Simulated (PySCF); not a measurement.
**C₂H₆O₄W (SMILES C[O][W](=[O])(=[O])[O]C): density, localisation and related maps**

Input

```
{"job": {"kind": "uv", "xc": "CAM-B3LYP", "basis": "def2-SVPD", "ip": true, "nstates": 10}, "charge": 0, "multiplicity": 1}
W      0.545689    -0.015689     0.373105
O      0.594472     0.058756     2.079828
O      2.169877    -0.133236    -0.144229
O     -0.233798     1.535327    -0.311547
C     -0.228955     2.933376    -0.277011
H     -0.315443     3.301223     0.758700
H     -1.085965     3.306676    -0.858337
H      0.699238     3.328756    -0.721414
O     -0.401141    -1.527244    -0.173689
C     -0.419146    -2.926079    -0.172642
H      0.521677    -3.330495    -0.580986
H     -1.254967    -3.271868    -0.799915
H     -0.560906    -3.311633     0.850328
```

Run with:

```sh
OMP_NUM_THREADS=1 python probes_run.py task.json out
```

Geometry: PBE0-D3(BJ)/def2-SVP; core potentials replace the inner electrons of W.

All numbers below come from CAM-B3LYP/def2-SVPD, SCF density, gas phase, scalar-relativistic core potentials on the heavy atoms (PySCF 2.14.0).

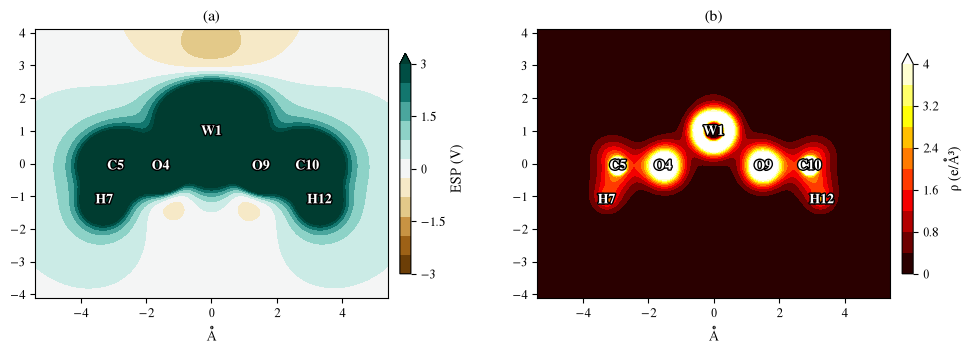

Figure 1. (a) molecular electrostatic potential; (b) electron density on the plane of atoms O9, C10 and H12.

**What does the map show?**

Atoms in the plane: W, O, C and H.
C–O (1.40 Å): the density is about 2.1 e/Å³ at the midpoint, with its minimum of 1.7 e/Å³ about 0.5 Å from C.
C–H (1.10 Å): the density is about 2 e/Å³ at the midpoint.
W–O (1.87 Å): ρ at the midpoint is about 1.1 e/Å³.
Outside the dense part of the molecule the potential is most negative (−1.0 V) near O2, which lies off the plane.

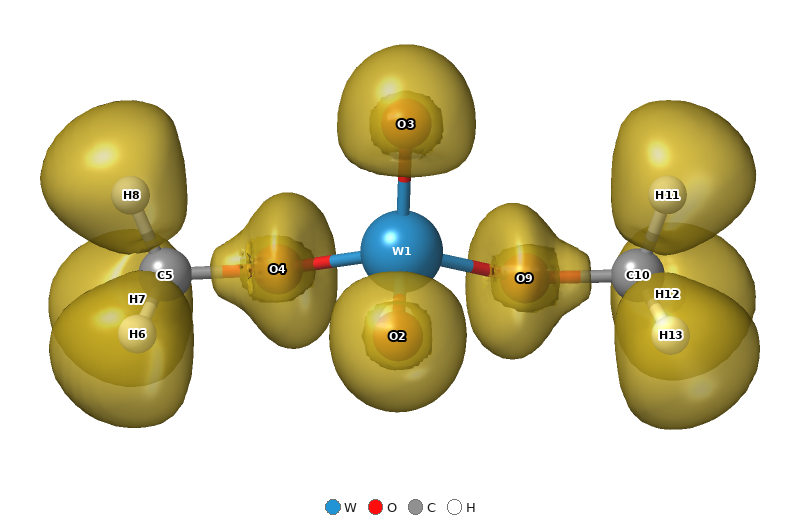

Figure 2. Isosurface of the electron localisation function at 0.75 (yellow), seen from one side. Core shells and regions of very low density are left out.

**Identify the bonds, lone pairs and shells in this picture.**

The surface consists of six regions around hydrogen nuclei, two regions on O in which the atom's valence shell and bonds are merged and two regions wrapped around O (the valence shell of each). Profiles from the grid: C–O (1.40 Å): the ELF peaks at about 0.90 between the atoms, as expected for a polar covalent bond. W–O (1.71 Å): the ELF peaks at about 0.80 in the valence shell of O, 0.5 Å from its nucleus, and is about 0.35 at the midpoint.

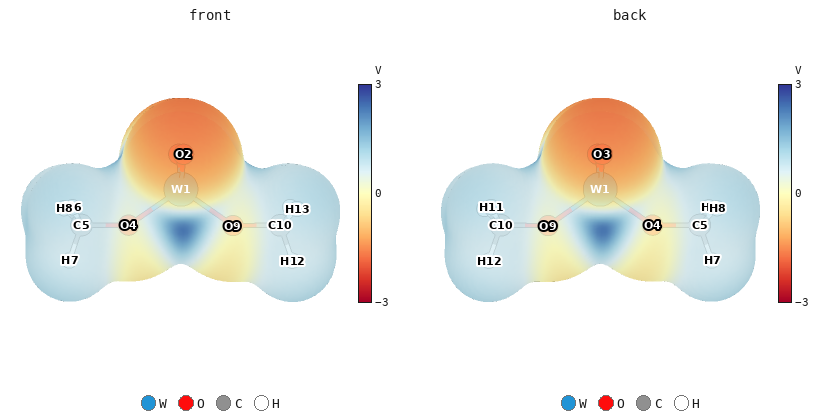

Figure 3. The molecular electrostatic potential painted on the density surface at 0.002 e/bohr³, seen from the front and from behind; red is negative and blue positive.

**Where is the surface potential most negative and most positive?**

The most negative region (about −1.6 V) lies over O2 and O3, the most positive (about +2.2 V) over W1.

**What dipole moment does the calculation give?**

Its dipole moment is 3.32 D.
